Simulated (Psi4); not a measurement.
# BCl3 (boron trichloride): CAM-B3LYP/cc-pCVDZ (sweep point 2)

Aim: the vertical singlet–triplet gap of BCl3 (boron trichloride) at CAM-B3LYP/cc-pCVDZ (sweep point 2), from 2 runs. 

The calculation is run with Psi4 1.11.

## Step 1: Starting point

BCl3 has 4 atoms, charge 0, and is taken as a singlet. As SMILES, `ClB(Cl)Cl`. The coordinates come from a GFN2-xTB relaxation.

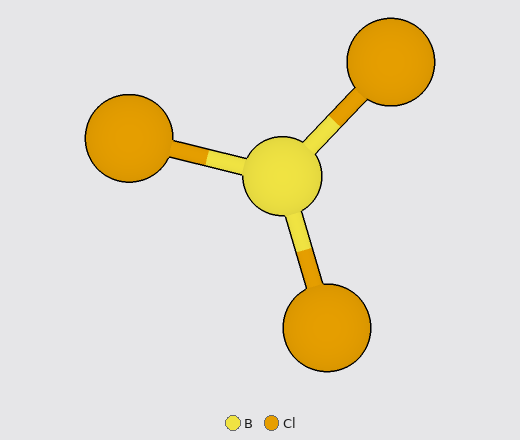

The structure, seen from a chosen angle (boron yellow, chlorine amber).

## Step 2: The energy at CAM-B3LYP/cc-pCVDZ (sweep point 2)

The input, bcl3.py:

```python
import psi4

psi4.set_memory('1600 MB')
psi4.set_num_threads(1)
psi4.core.set_output_file('psi4.out', False)

m = psi4.geometry("""
0 1
B      0.000530     0.000400     0.004030
Cl     1.722160    -0.027500     0.011870
Cl    -0.837250     1.505610    -0.018540
Cl    -0.885440    -1.478510     0.002640
units angstrom
symmetry c1
""")

options = {'basis': 'cc-pCVDZ', 'puream': True, 'scf_type': 'pk', 'dft_radial_points': 99, 'dft_spherical_points': 590}
psi4.set_options(options)

result = psi4.energy('CAM-B3LYP')
print(f'total energy {result:.8f} hartree = {result * 27.211386:.5f} eV')
```

The run is started by

```
python bcl3.py
```

psi4.out:

```text
[...]
  Running in c1 symmetry.
[...]
  Nuclear repulsion =  232.068676989029029
[...]
  Multiplicity = 1
[...]
  Nalpha       = 28
  Nbeta        = 28
[...]
    Number of basis functions: 99
[...]
   @RKS iter   1: -1405.58103008410626    4.17790e-03   4.36198e-03 DIIS/ADIIS
[...]
   @RKS iter   7: -1405.61590452935980   -2.98771e-08   2.31319e-07 DIIS
[...]
    Orbital Energies [Eh]
    ---------------------
    Doubly Occupied:
       1A   -101.606536     2A   -101.606408     3A   -101.606242
       4A     -9.544763     5A     -9.544610     6A     -9.544413
       7A     -7.304209     8A     -7.304065     9A     -7.303879
      10A     -7.298849    11A     -7.298701    12A     -7.298511
      13A     -7.296822    14A     -7.296677    15A     -7.296490
      16A     -6.973836    17A     -0.985193    18A     -0.930337
      19A     -0.930013    20A     -0.601139    21A     -0.527059
      22A     -0.526941    23A     -0.481942    24A     -0.415311
      25A     -0.415282    26A     -0.408245    27A     -0.408047
      28A     -0.378911
[...]
  @RKS Final Energy: -1405.61590452935980
   => Energetics <=
    Nuclear Repulsion Energy =            232.0686769890290293
    One-Electron Energy =               -2402.0646794657122882
    Two-Electron Energy =                 832.3750004801437399
    DFT Exchange-Correlation Energy =     -67.9949025328201913
    Empirical Dispersion Energy =           0.0000000000000000
    VV10 Nonlocal Energy =                  0.0000000000000000
    Total Energy =                      -1405.6159045293597956
[...]
 Multipole Moments:
 ------------------------------------------------------------------------------------
     Multipole            Electronic (a.u.)      Nuclear  (a.u.)        Total (a.u.)
 ------------------------------------------------------------------------------------
 L = 1.  Multiply by 2.5417464519 to convert [e a0] to [Debye]
 Dipole X            :          0.0039028           -0.0004256            0.0034773
 Dipole Y            :          0.0026293           -0.0003212            0.0023081
 Dipole Z            :          0.0059688           -0.0032361            0.0027328
 Magnitude           :                                                    0.0049887
[...]
```

On the terminal:

```text
total energy -1405.61590453 hartree = -38248.75695 eV
```

Wall time 17 s (1 thread of AMD EPYC 9R45 (Zen 5), shared host); peak memory 0.8 GiB.

## Step 3: The triplet, same level

The input, run.py:

```python
import psi4

psi4.set_memory(1600000000)
psi4.set_num_threads(1)
psi4.set_output_file('psi4.out', False)

mol = psi4.geometry("""
0 3
B      0.000530     0.000400     0.004030
Cl     1.722160    -0.027500     0.011870
Cl    -0.837250     1.505610    -0.018540
Cl    -0.885440    -1.478510     0.002640
symmetry c1
""")

psi4.set_options({
    'basis': 'cc-pCVDZ',
    'reference': 'uks',
    'puream': True,
    'scf_type': 'pk',
    'dft_radial_points': 99,
    'dft_spherical_points': 590,
    'maxiter': 150,
})

energy_value, wavefunction = psi4.energy("CAM-B3LYP", return_wfn=True)
print(f'CAM-B3LYP energy: {energy_value:.10f} Eh')
for k, v in sorted(psi4.core.scalar_variables().items()):
    print(f'{k:45s} {v:18.10f}')
```

The run is started by

```
python run.py
```

psi4.out:

```text
[...]
  Running in c1 symmetry.
[...]
  Nuclear repulsion =  232.068676989029029
[...]
  Multiplicity = 3
[...]
  Nalpha       = 29
  Nbeta        = 27
[...]
    Number of basis functions: 99
[...]
   @UKS iter   1: -1405.35524952334390    2.29958e-01   4.08721e-03 ADIIS/DIIS
[...]
   @UKS iter   9: -1405.39669081200350   -1.03803e-08   1.28977e-07 DIIS
[...]
   @S^2 Observed:                2.008607806E+00
[...]
    Orbital Energies [Eh]
    ---------------------
    Alpha Occupied:
       1A   -101.629114     2A   -101.628987     3A   -101.628894
       4A     -9.564906     5A     -9.564799     6A     -9.564707
       7A     -7.325246     8A     -7.325119     9A     -7.325026
      10A     -7.321752    11A     -7.321653    12A     -7.321583
      13A     -7.316321    14A     -7.316222    15A     -7.316151
      16A     -6.874663    17A     -0.992057    18A     -0.943825
      19A     -0.943790    20A     -0.605197    21A     -0.530071
      22A     -0.530067    23A     -0.488193    24A     -0.440077
      25A     -0.439903    26A     -0.423048    27A     -0.423014
      28A     -0.414539    29A     -0.167349
    Alpha Virtual:
[...]
  @UKS Final Energy: -1405.39669081200350
   => Energetics <=
    Nuclear Repulsion Energy =            232.0686769890290293
    One-Electron Energy =               -2401.4861514374570106
    Two-Electron Energy =                 831.9959975696638139
    DFT Exchange-Correlation Energy =     -67.9752139332392034
    Empirical Dispersion Energy =           0.0000000000000000
    VV10 Nonlocal Energy =                  0.0000000000000000
    Total Energy =                      -1405.3966908120034986
[...]
 Multipole Moments:
 ------------------------------------------------------------------------------------
     Multipole            Electronic (a.u.)      Nuclear  (a.u.)        Total (a.u.)
 ------------------------------------------------------------------------------------
 L = 1.  Multiply by 2.5417464519 to convert [e a0] to [Debye]
 Dipole X            :         -0.0001910           -0.0004256           -0.0006166
 Dipole Y            :         -0.0002180           -0.0003212           -0.0005392
 Dipole Z            :         -0.0048795           -0.0032361           -0.0081155
 Magnitude           :                                                    0.0081568
[...]
```

Standard output:

```text
CAM-B3LYP energy: -1405.3966908120 Eh
CURRENT ENERGY                                  -1405.3966908120
CURRENT REFERENCE ENERGY                        -1405.3966908120
DD SOLVATION ENERGY                                 0.0000000000
DFT FUNCTIONAL TOTAL ENERGY                     -1405.3966908120
DFT TOTAL ENERGY                                -1405.3966908120
DFT VV10 ENERGY                                     0.0000000000
DFT XC ENERGY                                     -67.9752139332
GRID ELECTRONS ALPHA                               29.0000002348
GRID ELECTRONS BETA                                27.0000002131
GRID ELECTRONS TOTAL                               56.0000004479
NUCLEAR REPULSION ENERGY                          232.0686769890
ONE-ELECTRON ENERGY                             -2401.4861514375
PCM POLARIZATION ENERGY                             0.0000000000
PE ENERGY                                           0.0000000000
SCF ITERATION ENERGY                            -1405.3966908120
SCF ITERATIONS                                      9.0000000000
SCF TOTAL ENERGY                                -1405.3966908120
TWO-ELECTRON ENERGY                               831.9959975697
XC GRID RADIAL POINTS                              99.0000000000
XC GRID SPHERICAL POINTS                          590.0000000000
XC GRID TOTAL POINTS                           216052.0000000000
```

It took 22 s on 1 thread of AMD EPYC 9R45 (Zen 5), shared host; peak memory 0.8 GiB.

## Step 4: Results

At CAM-B3LYP/cc-pCVDZ (sweep point 2):

| quantity | value |
| --- | --- |
| singlet: total energy | -1405.61590 Eh |
| singlet: dipole moment | 0.01 D |
| singlet: HOMO energy | -10.31 eV |
| singlet: LUMO energy | -0.20 eV |
| singlet: HOMO–LUMO gap | 10.11 eV |
| triplet: total energy | -1405.39669 Eh |
| triplet: dipole moment | 0.02 D |
| triplet: HOMO energy (highest over α and β) | -4.55 eV |
| triplet: ⟨S²⟩ | 2.009 |
| vertical energy of the triplet above the singlet | 5.965 eV |

In words: At this shape the triplet lies 5.97 eV (138 kcal/mol) above the singlet.
